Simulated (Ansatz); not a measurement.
Molecular dynamics of C$_{24}$H$_{11}$N$_{2}$ (part 1 of 2)

C$_{24}$H$_{11}$N$_{2}$ (slab, 37 atoms in the cell), computed with DFT PBEsol, scalar-relativistic, plane waves, PAW, PAW set soft_1, spin-polarised (Ansatz 0.2.0).

The input holds or restrains some coordinates. It belongs to a series of runs on one base structure; here: dynamics from the start.

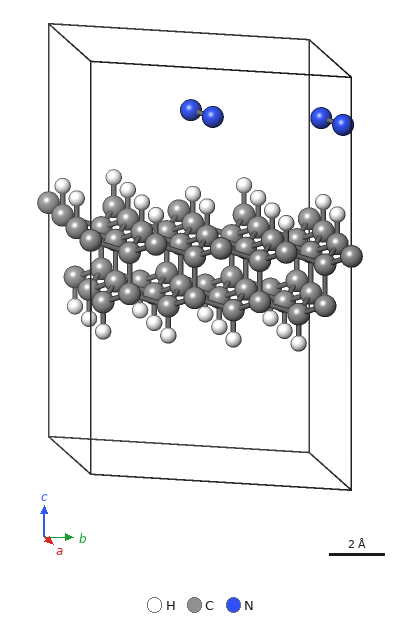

Figure 1. The input geometry (ball-and-stick view of the 1 × 2 repeat of the cell, with the vacuum cut short, seen slightly off an axis). An atom can appear more than once, as a periodic image.

**Results in brief**

```tsv
quantity	value
outcome	finished
mean temperature over the second half	1182 K
trajectory	210 steps, 105 fs
ensemble	nve
time step	0.5 fs
electrons treated	117
potential energy (free energy of the electrons) (last step)	−6848.8387 eV
Fermi energy (last step)	0.890 eV
net moment of the cell (last step)	1.00 μB
integrated absolute moment (last step)	1.12 μB
largest force (length of the vector) (last step), held atoms and coordinates included	2.303 eV/Å
hardware	2 threads of Arm Neoverse V2, 24 GiB of memory available, shared host
wall time	62 min (CPU time 2 h)
peak memory	1.4 GiB
```

**Remarks**

Warnings of the run: the PAW datasets were made with another functional. The input asks for low accuracy. The k-point mesh is coarse for a cell of this size, so the results may not be converged. So short a trajectory is not equilibrated.

**Input file**
```yaml
accuracy: low
crystal:
  lattice:
    - [7.573114, 0.0, 0.0]
    - [2.524371, 4.372339, 0.0]
    - [0.0, 0.0, 19.776426]
  atoms:
    - { symbol: H, position: [0.1111111, 0.1666667, 0.0505653] }
    - { symbol: H, position: [0.4444444, 0.1666667, 0.0505653] }
    - { symbol: H, position: [0.7777778, 0.1666667, 0.0505653] }
    - { symbol: H, position: [0.1111111, 0.6666667, 0.0505653] }
    - { symbol: H, position: [0.4444444, 0.6666667, 0.0505653] }
    - { symbol: H, position: [0.7777778, 0.6666667, 0.0505653] }
    - { symbol: C, position: [0.1111111, 0.1666667, 0.106187] }
    - { symbol: C, position: [0.4444444, 0.1666667, 0.106187] }
    - { symbol: C, position: [0.7777778, 0.1666667, 0.106187] }
    - { symbol: C, position: [0.1111111, 0.6666667, 0.106187] }
    - { symbol: C, position: [0.4444444, 0.6666667, 0.106187] }
    - { symbol: C, position: [0.7777778, 0.6666667, 0.106187] }
    - { symbol: C, position: [-0.1111111, 0.3333333, 0.1322426] }
    - { symbol: C, position: [0.2222222, 0.3333333, 0.1322426] }
    - { symbol: C, position: [0.5555556, 0.3333333, 0.1322426] }
    - { symbol: C, position: [-0.1111111, 0.8333333, 0.1322426] }
    - { symbol: C, position: [0.2222222, 0.8333333, 0.1322426] }
    - { symbol: C, position: [0.5555556, 0.8333333, 0.1322426] }
    - { symbol: C, position: [-0.1111111, 0.3333333, 0.2104091] }
    - { symbol: C, position: [0.2222222, 0.3333333, 0.2104091] }
    - { symbol: C, position: [0.5555556, 0.3333333, 0.2104091] }
    - { symbol: C, position: [-0.1111111, 0.8333333, 0.2104091] }
    - { symbol: C, position: [0.2222222, 0.8333333, 0.2104091] }
    - { symbol: C, position: [0.5555556, 0.8333333, 0.2104091] }
    - { symbol: C, position: [0.0, 0.0, 0.2364647] }
    - { symbol: C, position: [0.3333333, 0.0, 0.2364647] }
    - { symbol: C, position: [0.6666667, 0.0, 0.2364647] }
    - { symbol: C, position: [0.0, 0.5, 0.2364647] }
    - { symbol: C, position: [0.3333333, 0.5, 0.2364647] }
    - { symbol: C, position: [0.6666667, 0.5, 0.2364647] }
    - { symbol: H, position: [0.3333333, 0.0, 0.2920864] }
    - { symbol: H, position: [0.6666667, 0.0, 0.2920864] }
    - { symbol: H, position: [0.0, 0.5, 0.2920864] }
    - { symbol: H, position: [0.3333333, 0.5, 0.2920864] }
    - { symbol: H, position: [0.6666667, 0.5, 0.2920864] }
    - { symbol: "N", position: [0.8408086, -0.0123033, 0.4740528], spin: 1.0 }
    - { symbol: "N", position: [0.7599953, -0.1538389, 0.4791093] }
magnetization:
  spin_polarized: true
basis:
  ecutwfc: 420.0
kpoints:
  mp_grid: { grid: [2, 2, 1] }
hamiltonian:
  xc: pbesol
  pseudopotentials: { kind: paw, azcp: { folder: soft_1 } }
scf:
  occupations: { method: fermi_dirac, width: 0.02 }
  lower_state_search: "off"
md:
  timestep: 0.5
  n_steps: 210
  ensemble: nve
  initial_velocities: zero
  seed: 607995
  initial_site_velocities:
    - { site: 35, velocity: [0.0, 0.0, -0.058687] }
    - { site: 36, velocity: [0.0, 0.0, -0.058687] }
  constraints:
    - { sites: [0, 1, 2, 3, 4, 5, 6, 7, 8, 9, 10, 11, 12, 13, 14, 15, 16, 17] }
```

Command:
```bash
ansatz run input.yaml --threads 2 --pin off --max-ram 5120MiB --backend cpu --events-out ev --progress --plain --runs-dir out
```

**What the program printed**
```
Warning: md: disabling space-group detection — thermal motion breaks the input geometry's symmetry, so no spatial operation reduces the k-mesh or symmetrises the density; time reversal is kept, so that k and −k are solved as one point where they differ and the mesh holds both, and exact exchange and, on two spinor components, a DFT+U term hold to it where the run has them: on two components no moment then forms, and a state that bears one, which a typed moment (crystal.atoms[].spin; refused beside efield: under a hybrid functional) reaches, can lie lower, under hf by electronvolts; crystal.symmetry.detect: false (a key that needs symmetry detection or time reversal refuses this as the deck is read) with time_reversal: false beside it drops time reversal too
Warning: [file] the record states the generating functional pbe (its physics header spells it `PBE`), which answers neither for hamiltonian.xc's functional nor for the pbesol family's — results may be inconsistent (PPs are generated against a specific XC)
Warning: [file] the record states the generating functional pbe (its physics header spells it `PBE`), which answers neither for hamiltonian.xc's functional nor for the pbesol family's — results may be inconsistent (PPs are generated against a specific XC)
Warning: [file] the record states the generating functional pbe (its physics header spells it `PBE`), which answers neither for hamiltonian.xc's functional nor for the pbesol family's — results may be inconsistent (PPs are generated against a specific XC)
Engine: ansatz 0.2.0, aarch64-unknown-linux-gnu
Pseudopotentials: kind: paw
Pseudopotential: H, paw, valence charge 1, recommended cutoff 420 eV (normal), [file]
Pseudopotential: C, paw, valence charge 4, recommended cutoff 420 eV (normal), [file]
Pseudopotential: N, paw, valence charge 5, recommended cutoff 420 eV (normal), [file]
Functional definition: PBEsol
  exchange = pbesol_x
  correlation = pbesol_c
Crystal: 37 atoms, lattice volume = 654.841 Å³
Basis set: ecut = 420 eV, 12843 PW (Γ), exchange–correlation on 108×72×270 points (8 copies of the dense FFT grid, shifted against one another)
Bands: 96, of which v1, the nominal top of the filled ones, is band 59 counted from 1 (58 counted from 0)
Symmetry: 1 space group operations
k-points: 4
Non-local potential: H, projectors of the file, l = 0: 2, l = 1: 1
Non-local potential: C, projectors of the file, l = 0: 2, l = 1: 2, l = 2: 1
Non-local potential: N, projectors of the file, l = 0: 2, l = 1: 2, l = 2: 1
PAW form: soft (Blöchl's): semilocal exchange-correlation on the pseudo side does not see the compensation charge
PAW frozen core: C, regenerated for the run's functional, and the local potential with it (the file was generated under x = pbe(κ = 0.804, μ = 0.2195149727645171), c = pbe(β = 0.06672455060314922))
PAW frozen core: N, regenerated for the run's functional, and the local potential with it (the file was generated under x = pbe(κ = 0.804, μ = 0.2195149727645171), c = pbe(β = 0.06672455060314922))
PAW one-centre angular grid: H, 110 points (default); XC on 64 Gauss nodes
PAW one-centre angular grid: C, 110 points (default); XC on 64 Gauss nodes
PAW one-centre angular grid: N, 110 points (default); XC on 64 Gauss nodes
Starting moments: Σ|m| = 1 μB on 1 of 37 sites
Initial wavefunctions: pseudopotential atomic-orbital guess
Functional: x = pbesol(κ = 0.804, μ = 0.12345679012345678), c = pbesol(β = 0.046)
SCF iter   1: F=—  HF=-6862.930209 eV  |F-HF|=—  |Δ(HF+E_count)|=         —  Δρ=4.08e-2 (↑3.92e-2 ↓4.08e-2)  dr2=3.94e1  dr2_m=4.05e-1  M=0.001 μB ∫|m|=0.332 μB  β_m=0.30  ethr=3.10e-3  ⟨swp⟩=6.8  Hψ=4036  notcnv=0  defer=146
preconditioner: auto → LDOS  [metal: Δε(μ)=0.007 eV  Ē_g=16.700 eV  σ=0.020 eV  W_gap=0.09  n_scr=98 (ndim 8)  ℏωp=15.7 eV  f_vac=0.567  D(μ)=15.34/eV (n_scr^D=98)]
spin=Collinear: LDOS preconditioning applied to the charge; magnetization (m = ρ↑ − ρ↓) channel mixes plain (no charge-response kernel on spin).
SCF iter   2: F=—  HF=-6854.510851 eV  |F-HF|=—  |Δ(HF+E_count)|=    8.42e0  Δρ=2.66e-2 (↑2.58e-2 ↓2.66e-2)  dr2=1.67e1  dr2_m=2.21e-1  M=0.003 μB ∫|m|=0.274 μB  β_m=0.30  ethr=3.10e-3  ⟨swp⟩=3.0  Hψ=1429  notcnv=0  defer=246
SCF iter   3: F=—  HF=-6849.223467 eV  |F-HF|=—  |Δ(HF+E_count)|=    5.29e0  Δρ=9.52e-3 (↑9.52e-3 ↓8.76e-3)  dr2=2.10e0  dr2_m=1.20e-1  M=0.008 μB ∫|m|=0.240 μB  β_m=0.30  ethr=3.10e-3  ⟨swp⟩=4.1  Hψ=1656  notcnv=0  defer=254
SCF iter   4: F=—  HF=-6849.002279 eV  |F-HF|=—  |Δ(HF+E_count)|=   2.21e-1  Δρ=5.56e-3 (↑5.52e-3 ↓5.56e-3)  dr2=1.08e0  dr2_m=6.62e-2  M=0.022 μB ∫|m|=0.205 μB  β_m=0.30  ethr=1.79e-3  ⟨swp⟩=2.2  Hψ=933  notcnv=0  defer=254
SCF iter   5: F=—  HF=-6848.973998 eV  |F-HF|=—  |Δ(HF+E_count)|=   2.83e-2  Δρ=4.08e-3 (↑3.94e-3 ↓4.08e-3)  dr2=6.35e-1  dr2_m=3.85e-2  M=0.057 μB ∫|m|=0.209 μB  β_m=0.30  ethr=9.24e-4  ⟨swp⟩=2.0  Hψ=652  notcnv=0  defer=256
SCF iter   6: F=—  HF=-6848.966540 eV  |F-HF|=—  |Δ(HF+E_count)|=   7.46e-3  Δρ=4.03e-3 (↑2.62e-3 ↓4.03e-3)  dr2=3.97e-1  dr2_m=2.67e-2  M=0.144 μB ∫|m|=0.271 μB  β_m=0.30  ethr=5.43e-4  ⟨swp⟩=2.9  Hψ=866  notcnv=0  defer=248
SCF iter   7: F=—  HF=-6848.961260 eV  |F-HF|=—  |Δ(HF+E_count)|=   5.28e-3  Δρ=4.26e-3 (↑2.52e-3 ↓4.26e-3)  dr2=2.55e-1  dr2_m=4.00e-2  M=0.351 μB ∫|m|=0.457 μB  β_m=0.30  ethr=3.39e-4  ⟨swp⟩=2.5  Hψ=812  notcnv=0  defer=248
Mixer restart at iter 7: flushing history
spin-set hold released at iteration 7 (site moments contracting): the magnetisation degrees of freedom join the quasi-Newton model from the next iteration; the mixer history was flushed
SCF iter   8: F=—  HF=-6848.992701 eV  |F-HF|=—  |Δ(HF+E_count)|=   3.14e-2  Δρ=6.61e-3 (↑3.49e-3 ↓6.61e-3)  dr2=2.31e-1  dr2_m=1.40e-1  M=0.792 μB ∫|m|=0.881 μB  β_m=0.65  ethr=2.18e-4  ⟨swp⟩=2.0  Hψ=838  notcnv=0  defer=248
SCF iter   9: F=—  HF=-6849.118788 eV  |F-HF|=—  |Δ(HF+E_count)|=   1.26e-1  Δρ=6.40e-3 (↑3.37e-3 ↓6.40e-3)  dr2=2.05e-1  dr2_m=1.34e-1  M=1.000 μB ∫|m|=1.071 μB  β_m=0.20  ethr=1.98e-4  ⟨swp⟩=2.0  Hψ=611  notcnv=0  defer=248
SCF iter  10: F=—  HF=-6849.175232 eV  |F-HF|=—  |Δ(HF+E_count)|=   5.64e-2  Δρ=4.23e-3 (↑2.65e-3 ↓4.23e-3)  dr2=4.73e-2  dr2_m=6.59e-2  M=1.000 μB ∫|m|=1.075 μB  β_m=0.43  ethr=1.76e-4  ⟨swp⟩=3.6  Hψ=894  notcnv=0  defer=244
SCF iter  11: F=—  HF=-6849.275656 eV  |F-HF|=—  |Δ(HF+E_count)|=   1.00e-1  Δρ=1.02e-3 (↑1.02e-3 ↓8.45e-4)  dr2=2.57e-2  dr2_m=1.54e-3  M=1.000 μB ∫|m|=1.080 μB  β_m=0.45  ethr=4.04e-5  ⟨swp⟩=4.4  Hψ=1393  notcnv=0  defer=240
SCF iter  12: F=—  HF=-6849.271316 eV  |F-HF|=—  |Δ(HF+E_count)|=   4.34e-3  Δρ=6.58e-4 (↑6.58e-4 ↓3.45e-4)  dr2=3.30e-3  dr2_m=9.32e-4  M=1.000 μB ∫|m|=1.080 μB  β_m=0.52  ethr=2.19e-5  ⟨swp⟩=4.0  Hψ=1282  notcnv=0  defer=238
SCF iter  13: F=—  HF=-6849.268446 eV  |F-HF|=—  |Δ(HF+E_count)|=   2.87e-3  Δρ=6.42e-4 (↑6.42e-4 ↓5.86e-4)  dr2=2.27e-4  dr2_m=2.23e-3  M=1.000 μB ∫|m|=1.081 μB  β_m=0.52  ethr=2.82e-6  ⟨swp⟩=3.8  Hψ=1086  notcnv=0  defer=238
SCF iter  14: F=—  HF=-6849.270461 eV  |F-HF|=—  |Δ(HF+E_count)|=   2.02e-3  Δρ=4.32e-4 (↑3.91e-4 ↓4.32e-4)  dr2=1.20e-4  dr2_m=1.00e-3  M=1.000 μB ∫|m|=1.077 μB  β_m=0.55  ethr=1.94e-7  ⟨swp⟩=2.8  Hψ=1073  notcnv=0  defer=238
SCF iter  15: F=—  HF=-6849.271781 eV  |F-HF|=—  |Δ(HF+E_count)|=   1.32e-3  Δρ=2.23e-4 (↑2.07e-4 ↓2.23e-4)  dr2=1.30e-5  dr2_m=2.76e-4  M=1.000 μB ∫|m|=1.074 μB  β_m=0.64  ethr=1.02e-7  ⟨swp⟩=3.0  Hψ=1140  notcnv=0  defer=238
SCF iter  16: F=—  HF=-6849.272282 eV  |F-HF|=—  |Δ(HF+E_count)|=   5.02e-4  Δρ=6.91e-5 (↑6.91e-5 ↓6.75e-5)  dr2=8.27e-6  dr2_m=2.72e-5  M=1.000 μB ∫|m|=1.071 μB  β_m=0.70  ethr=1.11e-8  ⟨swp⟩=3.1  Hψ=1583  notcnv=0  defer=238
SCF iter  17: F=—  HF=-6849.272300 eV  |F-HF|=—  |Δ(HF+E_count)|=   1.81e-5  Δρ=1.63e-5 (↑1.63e-5 ↓1.31e-5)  dr2=4.25e-6  dr2_m=8.65e-7  M=1.000 μB ∫|m|=1.070 μB  β_m=0.64  ethr=7.07e-9  ⟨swp⟩=3.0  Hψ=1260  notcnv=0  defer=238
SCF iter  18: F=—  HF=-6849.272300 eV  |F-HF|=—  |Δ(HF+E_count)|=   2.46e-7  Δρ=7.55e-6 (↑4.98e-6 ↓7.55e-6)  dr2=5.61e-7  dr2_m=1.38e-7  M=1.000 μB ∫|m|=1.070 μB  β_m=0.65  ethr=3.63e-9  ⟨swp⟩=2.0  Hψ=1037  notcnv=0  defer=238
SCF iter  19: F=—  HF=-6849.272300 eV  |F-HF|=—  |Δ(HF+E_count)|=   2.12e-7  Δρ=3.17e-6 (↑3.17e-6 ↓2.16e-6)  dr2=1.46e-7  dr2_m=2.79e-8  M=1.000 μB ∫|m|=1.069 μB  β_m=0.62  ethr=4.79e-10  ⟨swp⟩=2.0  Hψ=956  notcnv=0  defer=238
iter 20 did not close the SCF: its close was put off for a magnetic moment that had not settled (scf_convergence_deferred on its scf_iter line)
SCF iter  20: F=-6849.272300 eV  HF=-6849.272300 eV  |F-HF|=4.65e-8  |Δ(HF+E_count)|=   4.96e-8  Δρ=1.60e-6 (↑1.60e-6 ↓1.39e-6)  dr2=9.25e-8  dr2_m=4.95e-9  M=1.000 μB ∫|m|=1.069 μB  β_m=0.52  ethr=8.55e-11  ⟨swp⟩=4.1  Hψ=2144  notcnv=0
iter 21 did not close the SCF: its close was put off for a magnetic moment that had not settled (scf_convergence_deferred on its scf_iter line)
SCF iter  21: F=-6849.272300 eV  HF=-6849.272300 eV  |F-HF|=7.25e-9  |Δ(HF+E_count)|=   6.09e-9  Δρ=1.37e-6 (↑9.32e-7 ↓1.37e-6)  dr2=2.86e-8  dr2_m=2.50e-9  M=1.000 μB ∫|m|=1.069 μB  β_m=0.45  ethr=7.91e-11  ⟨swp⟩=2.0  Hψ=2019  notcnv=0
SCF iter  22: F=-6849.272300 eV  HF=-6849.272300 eV  |F-HF|=3.81e-9  |Δ(HF+E_count)|=   8.20e-9  Δρ=4.59e-7 (↑4.59e-7 ↓4.28e-7)  dr2=1.70e-9  dr2_m=9.38e-10  M=1.000 μB ∫|m|=1.069 μB  ethr=2.44e-11  ⟨swp⟩=1.5  Hψ=1741  notcnv=0
SCF 1 converged in 22 iterations: F = -6849.272300 eV  dr2 = 1.70e-9
  greatest PAW one-centre occupation: 0.853 electrons in one spin orbital (limit 2), on the N atom at site 35 (counted from 0), in its partial waves of l = 0
[...]
md step     0: t =     0.00 fs  T =  2035.9 K  F+E_penalty+E_count = -6849.27230021 eV  E_kin = 4.999973 eV  conserved = -6844.27232730 eV  (22 SCF iters)
Initial density: handed on by an earlier stage of this run
Starting moments: Σ|m| = 1 μB on 1 of 37 sites; this step starts from the density that it was given
Initial wavefunctions: those handed on with the density
preconditioner: auto → Resta (q_TF=auto, 2.048 Å⁻¹)  ε∞=2.1  [insulator: Δε(μ)=1.032 eV  Ē_g=14.846 eV  σ=0.020 eV  W_gap=1.00  n_scr=98 (ndim 8)  ℏωp=15.7 eV  f_vac=0.602  D(μ)=0.00/eV (n_scr^D=0)  ε∞_Penn≈2.1  vacuum switching on, ρ_ref=1.6e-2 e/Å³]
spin=Collinear: Resta preconditioning applied to the charge; magnetization (m = ρ↑ − ρ↓) channel mixes plain (no charge-response kernel on spin).
md step     1: t =     0.50 fs  T =  2040.3 K  F+E_penalty+E_count = -6849.28314758 eV  E_kin = 5.010741 eV  conserved = -6844.27240671 eV  (8 SCF iters)
[... from here on the SCF iterations and repeated set-up lines of each step are left out, up to the last step ...]
md step     2: t =     1.00 fs  T =  2052.8 K  F+E_penalty+E_count = -6849.31415439 eV  E_kin = 5.041518 eV  conserved = -6844.27263679 eV  (8 SCF iters)
md step     3: t =     1.50 fs  T =  2072.0 K  F+E_penalty+E_count = -6849.36167258 eV  E_kin = 5.088677 eV  conserved = -6844.27299555 eV  (8 SCF iters)
md step     4: t =     2.00 fs  T =  2095.6 K  F+E_penalty+E_count = -6849.42003796 eV  E_kin = 5.146591 eV  conserved = -6844.27344731 eV  (8 SCF iters)
md step     5: t =     2.50 fs  T =  2120.7 K  F+E_penalty+E_count = -6849.48217057 eV  E_kin = 5.208228 eV  conserved = -6844.27394254 eV  (8 SCF iters)
md step     6: t =     3.00 fs  T =  2144.2 K  F+E_penalty+E_count = -6849.54039647 eV  E_kin = 5.265979 eV  conserved = -6844.27441774 eV  (8 SCF iters)
md step     7: t =     3.50 fs  T =  2163.2 K  F+E_penalty+E_count = -6849.58748657 eV  E_kin = 5.312690 eV  conserved = -6844.27479642 eV  (8 SCF iters)
md step     8: t =     4.00 fs  T =  2175.5 K  F+E_penalty+E_count = -6849.61787943 eV  E_kin = 5.342884 eV  conserved = -6844.27499567 eV  (8 SCF iters)
md step     9: t =     4.50 fs  T =  2180.0 K  F+E_penalty+E_count = -6849.62895860 eV  E_kin = 5.354014 eV  conserved = -6844.27494437 eV  (8 SCF iters)
md step    10: t =     5.00 fs  T =  2177.4 K  F+E_penalty+E_count = -6849.62208762 eV  E_kin = 5.347473 eV  conserved = -6844.27461447 eV  (8 SCF iters)
md step    11: t =     5.50 fs  T =  2169.8 K  F+E_penalty+E_count = -6849.60293411 eV  E_kin = 5.328879 eV  conserved = -6844.27405536 eV  (8 SCF iters)
md step    12: t =     6.00 fs  T =  2161.0 K  F+E_penalty+E_count = -6849.58059224 eV  E_kin = 5.307183 eV  conserved = -6844.27340905 eV  (8 SCF iters)
md step    13: t =     6.50 fs  T =  2155.0 K  F+E_penalty+E_count = -6849.56532059 eV  E_kin = 5.292439 eV  conserved = -6844.27288174 eV  (8 SCF iters)
md step    14: t =     7.00 fs  T =  2155.1 K  F+E_penalty+E_count = -6849.56536863 eV  E_kin = 5.292702 eV  conserved = -6844.27266668 eV  (8 SCF iters)
md step    15: t =     7.50 fs  T =  2162.6 K  F+E_penalty+E_count = -6849.58405659 eV  E_kin = 5.311204 eV  conserved = -6844.27285254 eV  (8 SCF iters)
md step    16: t =     8.00 fs  T =  2176.4 K  F+E_penalty+E_count = -6849.61845152 eV  E_kin = 5.345076 eV  conserved = -6844.27337537 eV  (8 SCF iters)
md step    17: t =     8.50 fs  T =  2193.2 K  F+E_penalty+E_count = -6849.66033424 eV  E_kin = 5.386285 eV  conserved = -6844.27404905 eV  (8 SCF iters)
md step    18: t =     9.00 fs  T =  2208.7 K  F+E_penalty+E_count = -6849.69901198 eV  E_kin = 5.424358 eV  conserved = -6844.27465384 eV  (8 SCF iters)
md step    19: t =     9.50 fs  T =  2219.0 K  F+E_penalty+E_count = -6849.72467865 eV  E_kin = 5.449652 eV  conserved = -6844.27502651 eV  (9 SCF iters)
md step    20: t =    10.00 fs  T =  2221.5 K  F+E_penalty+E_count = -6849.73098549 eV  E_kin = 5.455882 eV  conserved = -6844.27510379 eV  (9 SCF iters)
md step    21: t =    10.50 fs  T =  2215.5 K  F+E_penalty+E_count = -6849.71612110 eV  E_kin = 5.441206 eV  conserved = -6844.27491470 eV  (9 SCF iters)
md step    22: t =    11.00 fs  T =  2202.0 K  F+E_penalty+E_count = -6849.68246650 eV  E_kin = 5.407922 eV  conserved = -6844.27454401 eV  (9 SCF iters)
md step    23: t =    11.50 fs  T =  2183.0 K  F+E_penalty+E_count = -6849.63536008 eV  E_kin = 5.361269 eV  conserved = -6844.27409090 eV  (9 SCF iters)
md step    24: t =    12.00 fs  T =  2161.3 K  F+E_penalty+E_count = -6849.58158761 eV  E_kin = 5.307947 eV  conserved = -6844.27364032 eV  (9 SCF iters)
md step    25: t =    12.50 fs  T =  2139.6 K  F+E_penalty+E_count = -6849.52804760 eV  E_kin = 5.254797 eV  conserved = -6844.27325028 eV  (9 SCF iters)
md step    26: t =    13.00 fs  T =  2120.5 K  F+E_penalty+E_count = -6849.48080603 eV  E_kin = 5.207854 eV  conserved = -6844.27295196 eV  (9 SCF iters)
md step    27: t =    13.50 fs  T =  2105.8 K  F+E_penalty+E_count = -6849.44455865 eV  E_kin = 5.171802 eV  conserved = -6844.27275683 eV  (9 SCF iters)
md step    28: t =    14.00 fs  T =  2096.8 K  F+E_penalty+E_count = -6849.42240331 eV  E_kin = 5.149737 eV  conserved = -6844.27266598 eV  (9 SCF iters)
md step    29: t =    14.50 fs  T =  2094.2 K  F+E_penalty+E_count = -6849.41578818 eV  E_kin = 5.143111 eV  conserved = -6844.27267756 eV  (9 SCF iters)
md step    30: t =    15.00 fs  T =  2097.7 K  F+E_penalty+E_count = -6849.42452427 eV  E_kin = 5.151734 eV  conserved = -6844.27279041 eV  (9 SCF iters)
md step    31: t =    15.50 fs  T =  2106.6 K  F+E_penalty+E_count = -6849.44680722 eV  E_kin = 5.173804 eV  conserved = -6844.27300321 eV  (9 SCF iters)
```
